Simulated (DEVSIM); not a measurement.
System: Al/Al2O3/p-Si capacitor, at 300 K.

```
layer (left to right)  material  thickness (nm)  Na (cm⁻³)
---------------------  --------  --------------  ---------
1                         Al2O3            4.60          -
2                            Si            1500     1.4e17
```

Metal gate on the left, work function 4.1 eV. Fixed charge at the semiconductor interface 0 cm⁻² (in units of +e); no interface traps.

This is a model device: material constants are rounded textbook-type values typed into the input, and sizes, dopings and lifetimes were drawn at random. Values at 300 K.

```
parameter      Al2O3       Si
-------------  -----  -------
gap (eV)         6.8    1.124
affinity (eV)   1.35     4.05
permittivity       9     11.7
Nc (cm⁻³)          -  2.86e19
Nv (cm⁻³)          -   3.1e19
```

Simulated with DEVSIM: 1D Poisson equation in equilibrium, Boltzmann statistics, complete ionisation; no quantum confinement or tunnelling. Metal contacts follow the ideal Schottky-Mott rule: no Fermi-level pinning, no interface dipoles.

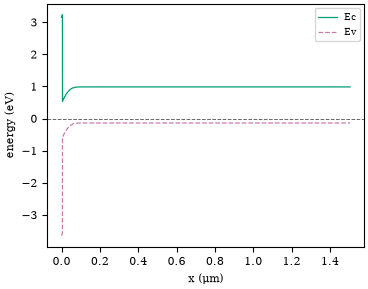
*Band edges at -0.4 V on the gate*

Energies count from the Fermi level of the right contact; mesh points crowd at the junctions.

```
x (μm)     Ec (eV)  Ev (eV)  n (cm⁻³)  p (cm⁻³)  field (V/cm)
---------  -------  -------  --------  --------  ------------
0.000        3.150   -3.650     < 1e2     < 1e2        180000
0.0009387    3.167   -3.633     < 1e2     < 1e2        180000
0.002300     3.191   -3.609     < 1e2     < 1e2        180000
0.003619     3.214   -3.586     < 1e2     < 1e2        180000
0.004862     0.535   -0.589    3.0e10     3.9e9        140000
0.006239     0.553   -0.571    1.4e10     8.0e9        130000
0.008951     0.588   -0.536     3.7e9    3.1e10        130000
0.01719      0.685   -0.439     8.8e7    1.3e12        110000
0.03143      0.818   -0.306    510000    2.3e14         78000
0.05851      0.953   -0.171      2800    4.1e16         24000
0.1118       0.984   -0.140       840    1.4e17           270
0.2737       0.984   -0.140       830    1.4e17           ≈ 0
0.5354       0.984   -0.140       830    1.4e17           ≈ 0
0.9703       0.984   -0.140       830    1.4e17           ≈ 0
1.291        0.984   -0.140       830    1.4e17           ≈ 0
1.397        0.984   -0.140       830    1.4e17           ≈ 0
1.450        0.984   -0.140       830    1.4e17           ≈ 0
1.478        0.984   -0.140       830    1.4e17           ≈ 0
1.494        0.984   -0.140       830    1.4e17           ≈ 0
1.500        0.984   -0.140       830    1.4e17           ≈ 0
1.503        0.984   -0.140       830    1.4e17           ≈ 0
1.505        0.984   -0.140       830    1.4e17           ≈ 0
```
